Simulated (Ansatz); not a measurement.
Start from MgO in the rock salt structure (space group Fm-3m, No. 225; a = 4.2044 Å).

Perturbation: an isotropic linear strain of +0.50 %, atoms relaxed at fixed cell.

Method: r2SCAN (Ansatz, a quantum-chemistry and plane-wave program; PAW; 500 eV plane waves; spin-orbit coupling left out).

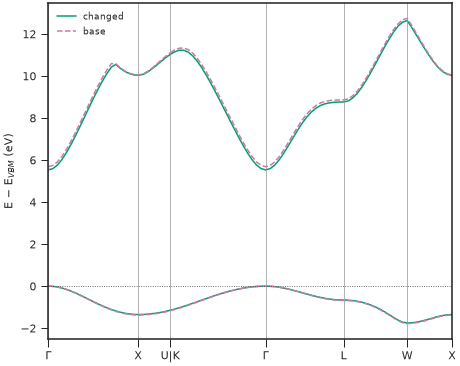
Figure: Highest valence and lowest conduction band along the path, each from its own valence-band maximum

Q: Read the changed gap and its character from the plot.

A: About 5.5 eV, direct at Γ.

Stability against distortions was not tested.
